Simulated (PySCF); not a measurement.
Se²⁺: atomic calculation

System: Se²⁺, configuration 1s2 2s2 2p6 3s2 3p6 3d10 4s2 4p2, multiplicity 3.
Method: unrestricted HF, STO-3G, non-relativistic, point nucleus (PySCF).

**What the run reported**

- outcome: converged
- total energy: −2372.5353 hartree
- kinetic energy: 2369.4645 hartree
- −E/T (1 by the virial theorem at the basis-set limit): 1.0013
- ⟨S²⟩: 2.000
- ⟨L²⟩: 2.00
- SCF iterations: 1
- hardware: 1 thread of Intel Xeon @ 2.50GHz, 54 GiB of memory available, shared host

**What is odd here**

The input is odd on purpose: minimal basis. The program ran to the end. Its numbers are those of this setting; this run alone doesn't show how far the oddity moves them.

**Input**
```python
from pyscf import gto, scf, dft, mp, cc
import basis_set_exchange as bse
mol = gto.M(atom="Se 0 0 0", charge=2, spin=2, symmetry="D2h",
            basis=gto.basis.parse(bse.get_basis("STO-3G", elements=["Se"], fmt="nwchem", header=False)))
mf = scf.UHF(mol)
mf.irrep_nelec = {'Ag': (6, 6), 'B1g': (1, 1), 'B2g': (1, 1), 'B3g': (1, 1), 'B1u': (3, 2), 'B2u': (3, 2), 'B3u': (2, 2)}
mf.kernel()
```

The script is an equivalent of what the driver set up; the driver started from orbitals of its own, so the log can be shorter than this script's would be, and it computed the properties (radii, ⟨L²⟩, response) afterwards. It held the occupations shell by shell, which the script's counts by irreducible representation don't always enforce.

The run was one of a batch that the task file lists, launched with:
```bash
OMP_NUM_THREADS=1 python <driver script> TASK.json OUT
```

**Output (extracts)**
```
damping factor = 0
level_shift factor = 0
DIIS = <class 'pyscf.scf.diis.CDIIS'>
diis_start_cycle = 1
diis_space = 10
diis_damp = 0
SCF conv_tol = 1e-09
SCF conv_tol_grad = None
number electrons alpha = 17  beta = 15
cycle= 1 E= -2372.53529735312  delta_E= -3.18e-12  |g|= 3.98e-07  |ddm|= 1.19e-06
converged SCF energy = -2372.53529735312  <S^2> = 2.0000009  2S+1 = 3.0000006
```

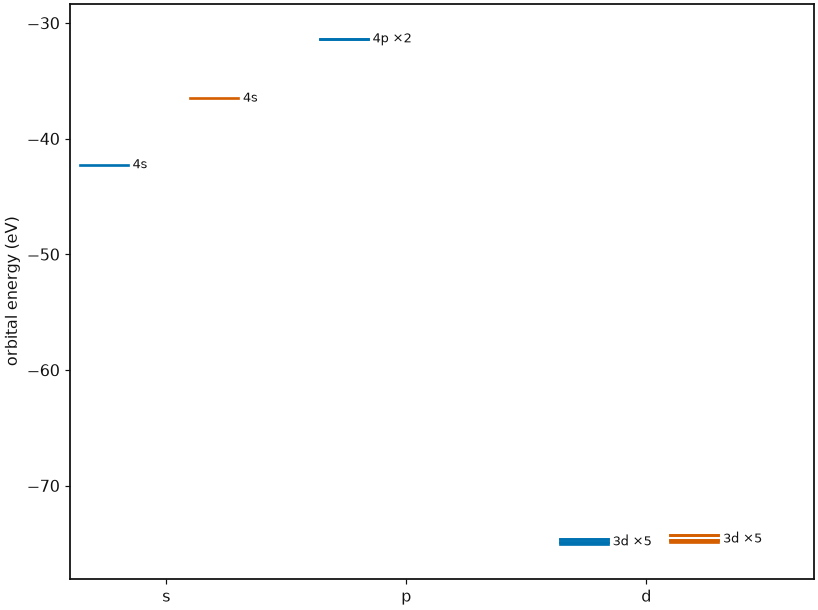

Orbital energies of the mean field, from the top down to −75.0 eV, by angular momentum, α spin at the left of each column and β at the right; ×n counts the orbitals under one label. The highest filled orbital is 4p α at −31.4 eV, the lowest empty one p α at −20.8 eV.

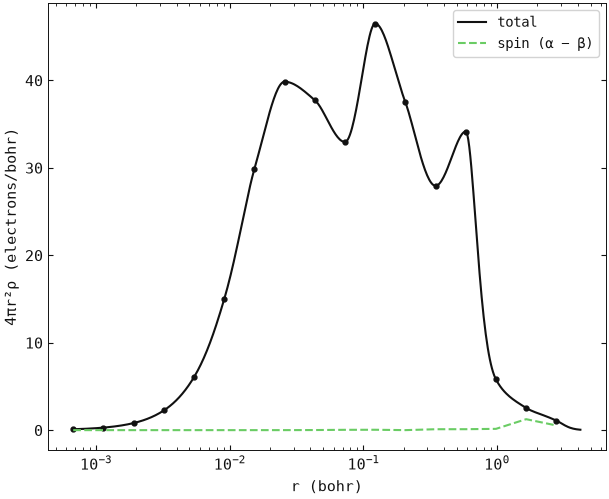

Spherically averaged radial density 4πr²ρ of the mean field and its spin part; markers are the stored points, which are sparse, and the line is a monotone interpolation between them. The largest stored value is 46.5 electrons/bohr at r = 0.12 bohr. Root-mean-square radii of the shells: 2s 0.213, 3d 0.602, 3s 0.630, 3p 0.642, 4s 2.16, 4p 2.17 bohr.
